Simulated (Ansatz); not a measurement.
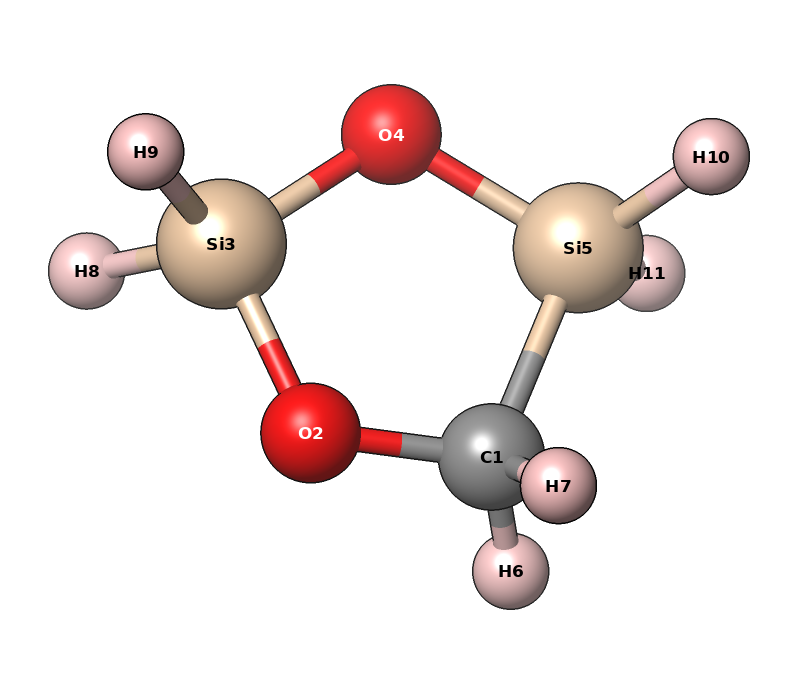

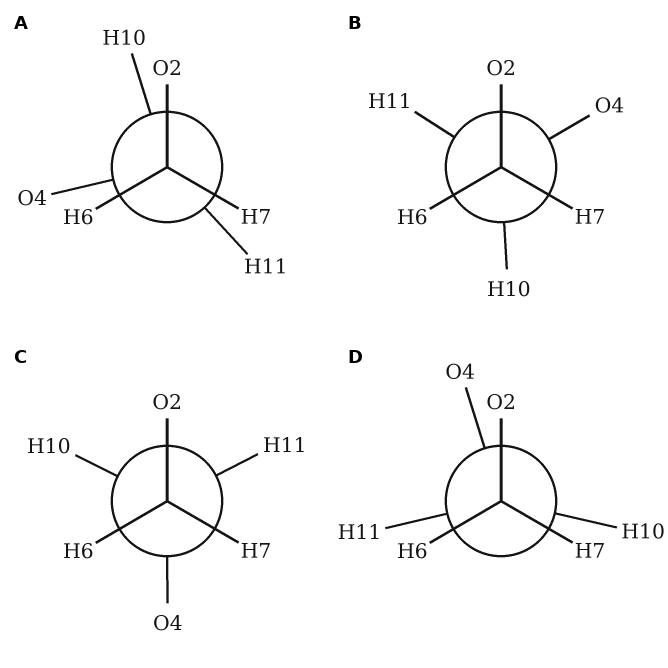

Atoms fade into the background with distance from the viewer. Bonds that would overlap in a projection are set slightly apart. Computed geometry: PBE-D4/def2-SVP optimisation. No frequency run is at hand to confirm it as a minimum.

Which Newman projection shows the view along C1–Si5, with C1 in front?

Answer. D. The torsion angle O2–C1–Si5–O4 is 0°, synperiplanar (eclipsed).
